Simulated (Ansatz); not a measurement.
# CH₆ClNSSi (SMILES C[Si](N)(S)Cl): what the fields show

```yaml
atoms:
  - { symbol: C, position_ang: [-1.1046, 0.9979, -0.4040] }
  - { symbol: Si, position_ang: [0.3822, 0.1287, 0.3601] }
  - { symbol: N, position_ang: [1.1267, -0.9256, -0.8052] }
  - { symbol: S, position_ang: [-0.0266, -1.0466, 2.2061] }
  - { symbol: Cl, position_ang: [1.7134, 1.7115, 1.0955] }
  - { symbol: H, position_ang: [-0.7918, 1.5935, -1.2678] }
  - { symbol: H, position_ang: [-1.5633, 1.6679, 0.3272] }
  - { symbol: H, position_ang: [-1.8473, 0.2621, -0.7268] }
  - { symbol: H, position_ang: [1.0465, -0.7625, -1.7975] }
  - { symbol: H, position_ang: [1.8231, -1.6079, -0.5470] }
  - { symbol: H, position_ang: [-0.6927, -2.0759, 1.5798] }
```

The calculation used RKS PBE0/6-31G in Ansatz 0.2.0.

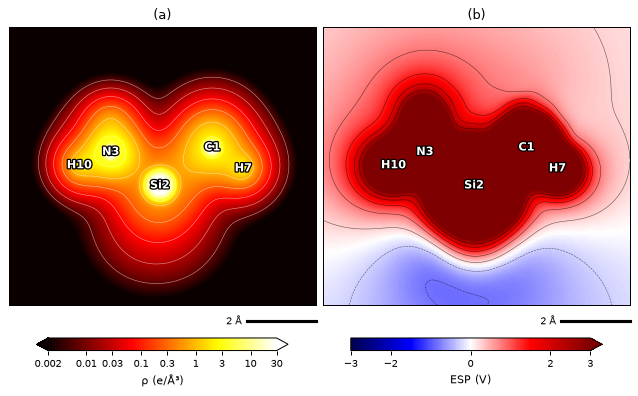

Figure 1. (a) electron density; (b) electrostatic potential on the plane of atoms Si2, C1 and H7.

Describe what can be read from this map.

Answer. The section cuts through C, Si, N and H sites. Si–N (1.74 Å): ρ at the midpoint is about 0.92 e/Å³. C–Si (1.88 Å): ρ at the midpoint is about 0.84 e/Å³. N–H (1.01 Å): ρ is about 2.7 e/Å³ halfway. C–H (1.09 Å): ρ is about 1.8 e/Å³ halfway. Outside the dense part of the molecule the potential is most negative (−0.9 V) near S4, which lies off the plane.

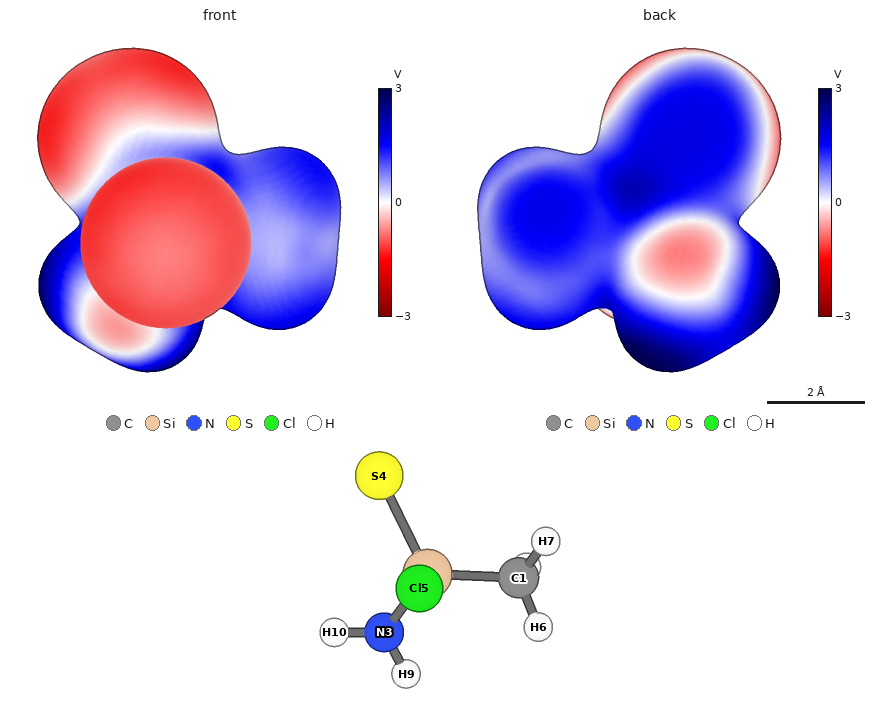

Figure 2. The electrostatic potential painted on the density surface at 0.004 e/bohr³, seen from the front and from behind; the colour scale runs from red (negative) to blue (positive). The bare structure is drawn below in the same view.

Which sites attract a positive test charge, and which a negative one?

Answer. A positive charge is drawn to the negative regions and a negative charge to the positive ones. The most negative region (about −1.3 V) lies over S4 and Cl5, the most positive (about +2.9 V) over H9 and H10.

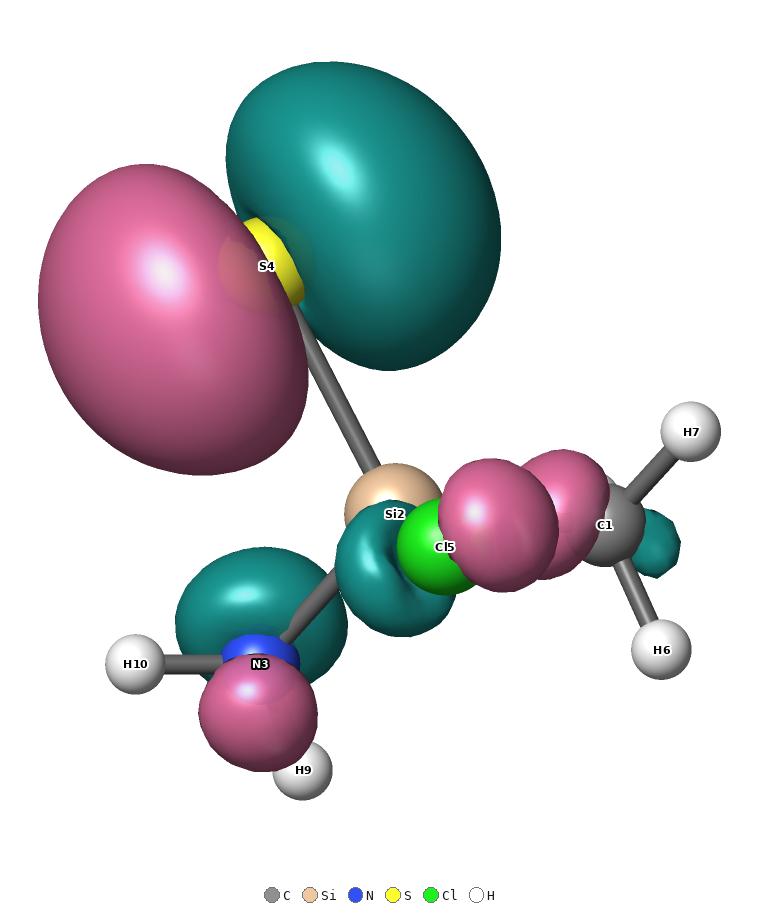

Figure 3. The HOMO at ±0.1 Å⁻³ᐟ² (teal and pink are the two phases), seen across its widest extent.

Where does this orbital lie, and at what energy?

Answer. Its weight (Hirshfeld) is mainly on S4 (about 75 %); largely a lone pair of S4. Its energy is −7.58 eV.
